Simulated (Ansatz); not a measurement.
C₂H₃BrN₂Si (SMILES BrC=NC1=N[SiH2]1)

```xyz
9

Br    0.2514   -2.4172   -1.1972
C     1.5100   -1.0035   -0.9862
N     1.2500    0.1307   -0.5434
C     0.0581    0.5645   -0.0716
N    -0.8535    1.3179   -0.5683
Si   -1.2406    0.8735    1.1104
H     2.5082   -1.2905   -1.2973
H    -2.3059   -0.1162    1.3694
H    -1.0893    1.8943    2.1671
```

Geometry: PBE0-D4/def2-TZVP.

Theory: Ansatz, RKS PBE0-D4/def2-TZVPP.

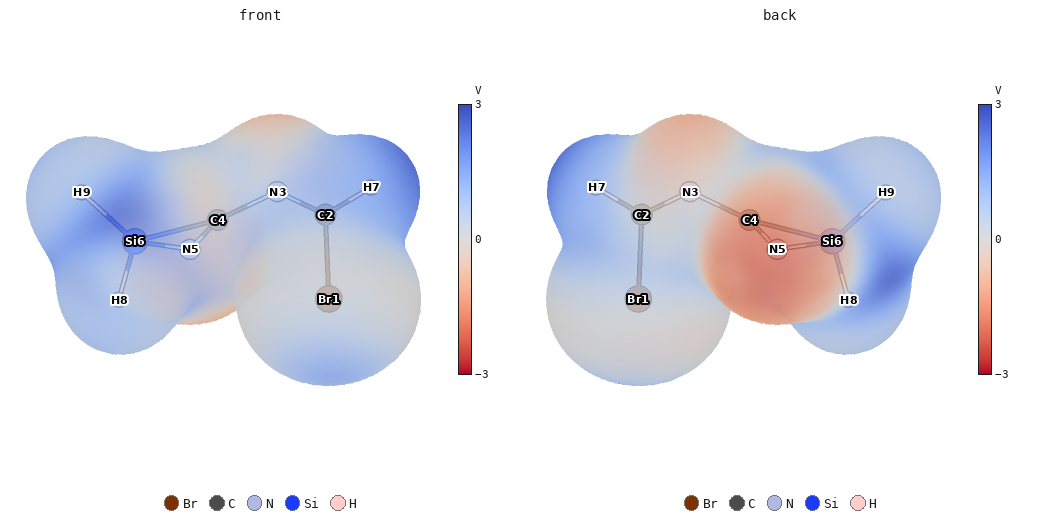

Figure 1. The molecular electrostatic potential painted on the density surface at 0.004 e/bohr³, seen from the front and from behind; the colour scale runs from red (negative) to blue (positive).

**Which sites attract a positive test charge, and which a negative one?**

A positive charge is drawn to the negative regions and a negative charge to the positive ones. The most negative region (about −2.0 V) lies over N5, the most positive (about +2.4 V) over Si6 and H7. Br1 shows a σ-hole: about +1.3 V at the tip opposite its bond, against about 0.0 V on its flanks. N5 is the likeliest acceptor of a hydrogen bond.

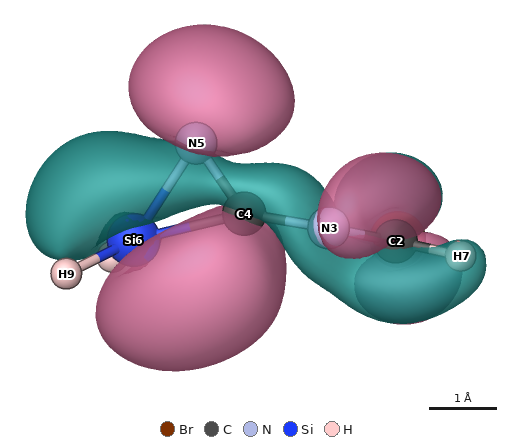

Figure 2. The HOMO at ±0.06 Å⁻³ᐟ² (teal and pink are the two phases), seen from one side.

**Describe this orbital and give its energy.**

Its weight (Hirshfeld) is mainly on N5 (about 35 %), Si6 (about 25 %), C4 (about 20 %) and N3 (about 5 %). Its energy is −6.88 eV.

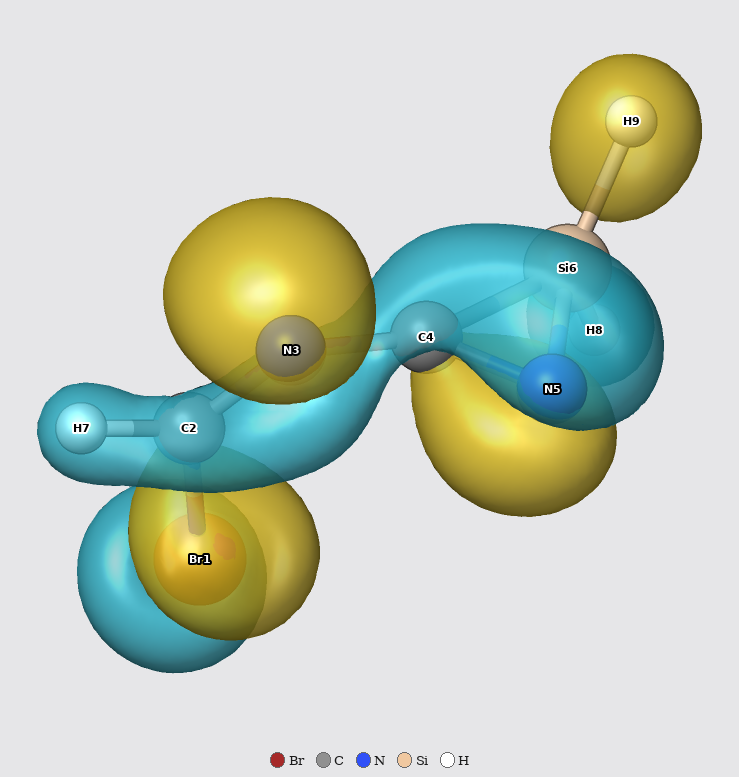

Figure 3. The HOMO−1 at ±0.1 Å⁻³ᐟ² (yellow and cyan are the two phases), seen at an oblique angle.

**Where does this orbital lie, and at what energy?**

It lies mainly on N3 (about 30 %), N5 (about 25 %), Br1 (about 15 %), C4 (about 10 %) and C2 (about 5 %); largely a combination of lone pairs on N3, N5 and Br1. Its energy is −8.28 eV.
